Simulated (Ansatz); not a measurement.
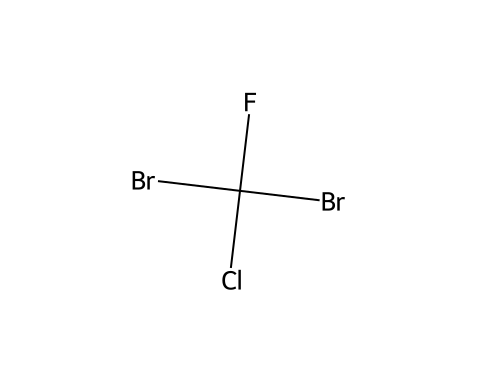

Transcribe the drawing into SMILES.

Answer. FC(Cl)(Br)Br

Give the formula, hydrogens included.

Answer. CBr2ClF.

An optimisation with PBE0-D4/def2-TZVP gave a structure of which point group?

Answer. Cs.

More results for the same structure follow; atom numbers are the same in all pictures, views and colours differ. The geometry was computed by an optimisation with PBE0-D4/def2-TZVP.

## Geometry

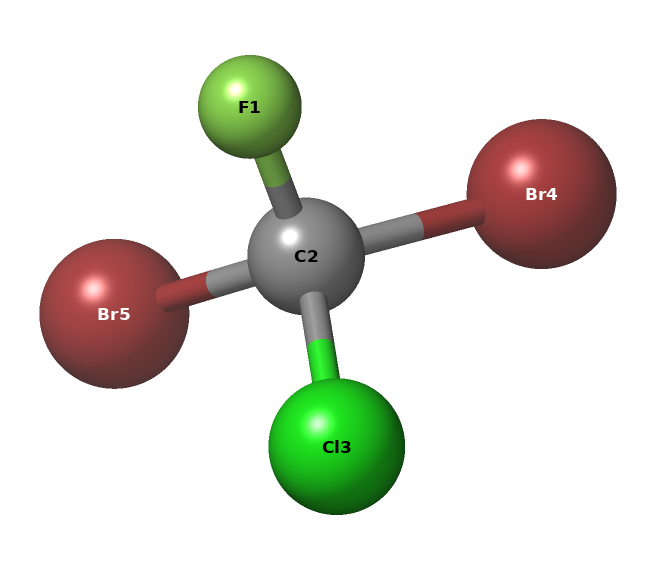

Give these bond angles: F1–C2–Cl3, F1–C2–Br4, Cl3–C2–Br4, Br4–C2–Br5.

```
     angle  degrees
 F1–C2–Cl3    108.9
 F1–C2–Br4    108.2
Cl3–C2–Br4    110.5
Br4–C2–Br5    110.3
```

## Charges

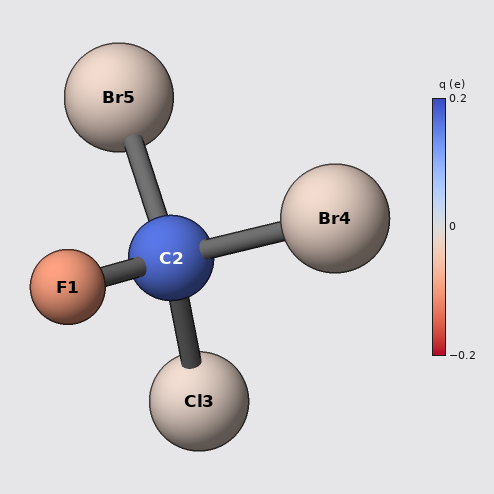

Atoms are coloured by their Mulliken charges. Properties computed with RKS PBE0-D4/def2-TZVP (Ansatz 0.2.0).

Give the Mulliken charges atom by atom.

```tsv
atom	value (e)
F1	−0.10
C2	0.16
Cl3	−0.02
Br4	−0.02
Br5	−0.02
```

## Vibrations

Harmonic vibrations computed with RKS PBE0-D4/def2-TZVP (Ansatz 0.2.0) at a stationary point of the same level.

How many vibrational modes are there, and where do they lie?

Answer. 9 modes: 160, 196, 270, 314, 348, 475, 756, 814, 1117 cm⁻¹.

## Levels of theory compared

Program: Ansatz 0.2.0.

At this fixed geometry, give HOMO energy (eV), dipole (D), HOMO–LUMO gap (eV) at these levels: B3LYP-D4/def2-TZVPP; PBE-D4/def2-TZVPP; r2SCAN-D4/def2-TZVPP; ωB97M-V/def2-TZVPP.

```json
{"level": "B3LYP-D4/def2-TZVPP", "HOMO energy (eV)": "−8.18", "dipole (D)": "0.41", "HOMO–LUMO gap (eV)": "5.96"}
{"level": "PBE-D4/def2-TZVPP", "HOMO energy (eV)": "−7.11", "dipole (D)": "0.30", "HOMO–LUMO gap (eV)": "4.20"}
{"level": "r2SCAN-D4/def2-TZVPP", "HOMO energy (eV)": "−7.47", "dipole (D)": "0.31", "HOMO–LUMO gap (eV)": "4.61"}
{"level": "ωB97M-V/def2-TZVPP", "HOMO energy (eV)": "−10.67", "dipole (D)": "0.42", "HOMO–LUMO gap (eV)": "10.86"}
```

Mulliken values depend strongly on the basis set and can even reverse the polarity of a bond.
